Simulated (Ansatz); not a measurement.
```xyz
11

F    -1.7071    3.0031    1.5563
N    -0.1021    0.1852    0.1003
Si   -0.3881   -1.3834    0.8026
Si    0.9302    0.4427   -1.2793
Zn   -0.9248    1.6283    0.8455
H    -1.0140   -2.3333   -0.1712
H     0.8721   -2.0165    1.3063
H    -1.3246   -1.2111    1.9604
H     0.9273    1.9080   -1.5957
H     0.4538   -0.3008   -2.4887
H     2.3427    0.0208   -1.0160
```

Geometry: PBE0-D4/def2-SVP.

Theory: isolated molecule in a Gaussian basis; Kohn-Sham density functional theory, functional PBE0 in Ansatz.

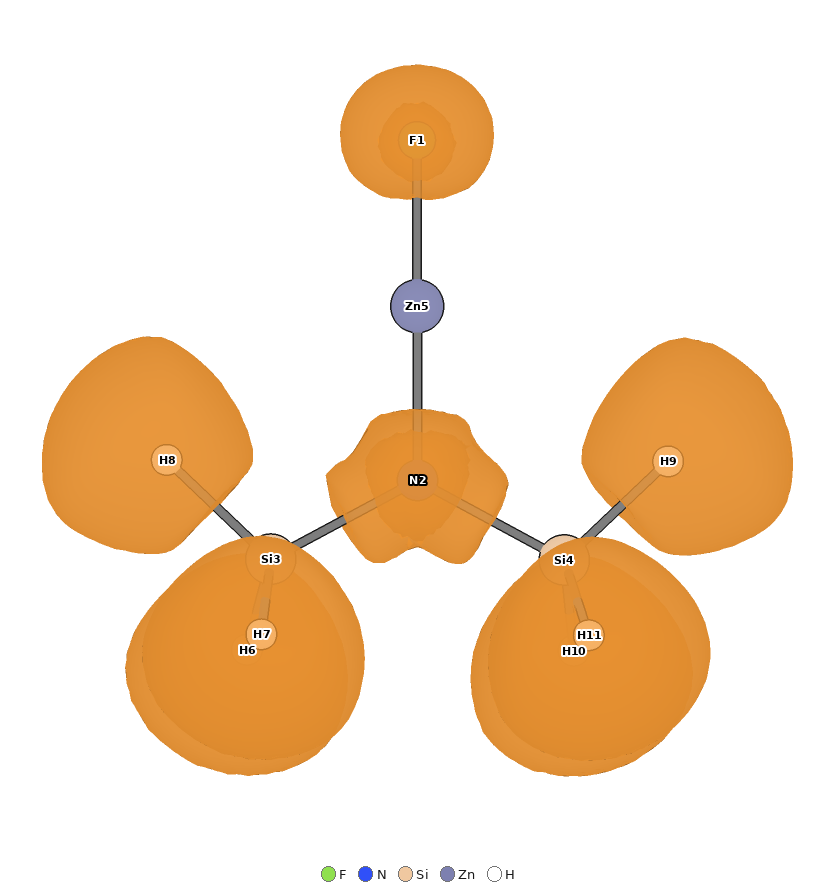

FH6NSi2Zn (SMILES [F][Zn][N]([SiH3])[SiH3]). Isosurface of the electron localisation function at 0.75 (orange), seen across its widest extent. Only the valence region is drawn (cores and ρ < 0.01 e/Å³ removed).

**Where are the electrons localised?**

The ELF exceeds this value in six regions around hydrogen nuclei, one region on N in which the atom's valence shell and bonds are merged and one region wrapped around F (its valence shell). Along the contacts the grid gives the following. Zn–F (1.73 Å): the ELF peaks at about 0.80 in the valence shell of F, 0.5 Å from its nucleus, and is about 0.10 at the midpoint. Si–N (1.74 Å): the ELF peaks at about 0.90 between the atoms (a polar covalent bond).
